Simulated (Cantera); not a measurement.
A closed system holds: 1 mol CH3SiH3, 0.0046 mol C3H8, 270 mol H2, equilibrated at 0.0100 bar.

Equilibrium computed with Cantera from the NASA thermochemical tables; the gas is ideal and each condensed phase is pure. Candidate condensed phases: C, C6H6, C7H8, C8H18, Si, SiC; 87 gas species. The feed counts by its element totals alone. Gases not in the tables: Si2H6 and higher silanes. Rates play no part.

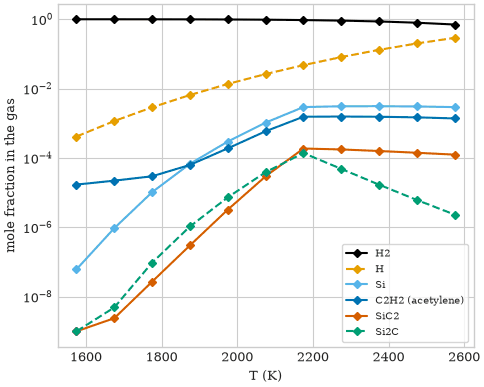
Fig. 1. Equilibrium gas composition (values under 1e-9 drawn at 1e-9)

From 1575 K to 2075 K the condensed part is SiC(s). From 2175 K to 2575 K nothing is condensed. The main Si-bearing gas is Si throughout.
